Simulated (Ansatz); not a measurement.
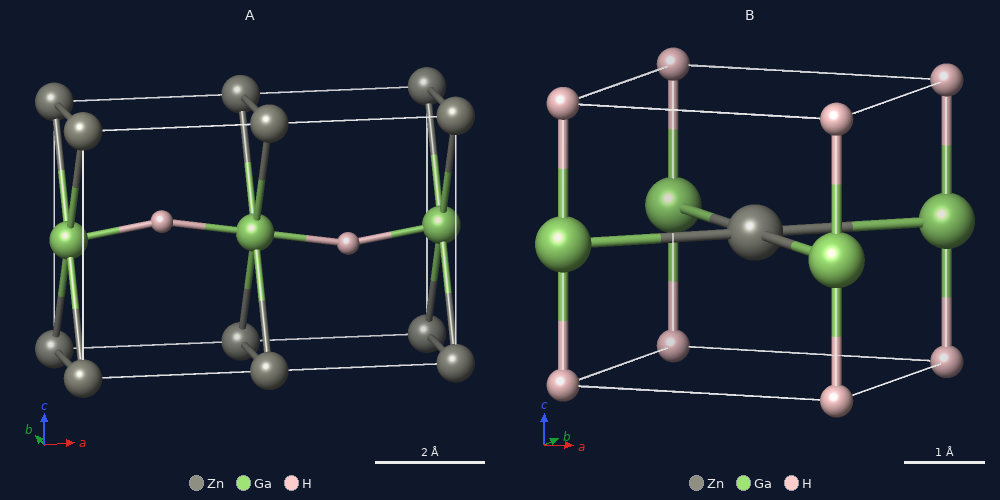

Two structures of ZnGaH, each relaxed to rest (conventional cells in solid outline, small ones repeated, not to one scale). Method: DFT PBE, scalar-relativistic, plane waves, PAW (Ansatz 0.2.0), without spin polarisation.

Characterise the two forms.

A: 6 atoms a cell on a primitive orthorhombic lattice, Pmma. B: 3 atoms a cell on a primitive tetragonal lattice, P4/mmm.

Which of the two does the method prefer?

A is lower, by 89 meV/atom at this level of theory (energies at zero smearing). Volumes: A 14.6, B 16.5 Å³/atom.

One or both may be structure types tried for this composition rather than known phases.
